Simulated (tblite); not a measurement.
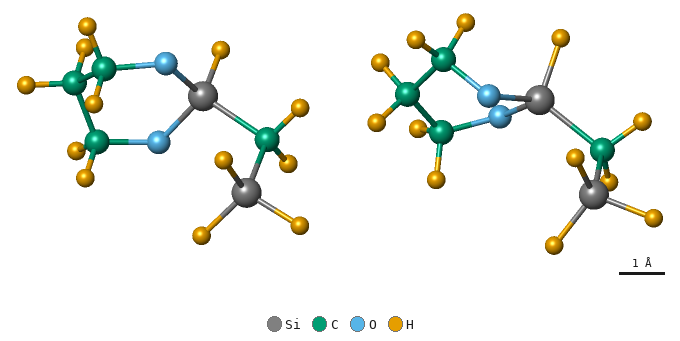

Two geometries of C4H12O2Si2, drawn at one scale. One is the start of a relaxation, the other its converged end. Style: ball-and-stick. Shown from a free direction.

Computed with GFN2-xTB geometry optimisation, gas phase (tblite 0.8.0). 

Q: Which geometry has the lower energy?

A: The left one is the relaxed one. The largest move after the best rigid fit is that of an H atom, 1.50 Å. Largest moves by element: H 1.50 Å, O 0.92 Å, Si 0.35 Å, C 0.34 Å. Among the contacts that change: O–Si 1.721 → 1.634 Å, C–Si 1.833 → 1.885 Å, C–C 1.479 → 1.523 Å, C–H 1.116 → 1.087 Å. Among the angles between lasting bonds that change: Si–O–C 103.3° → 121.7°, Si–O–C 114.0° → 122.3°, C–Si–O 114.4° → 108.6°. Groups turn about C–C by about 105°, C–O by about 100°, C–Si by about 45°. Over 202 geometry steps the energy falls by 0.901 eV.
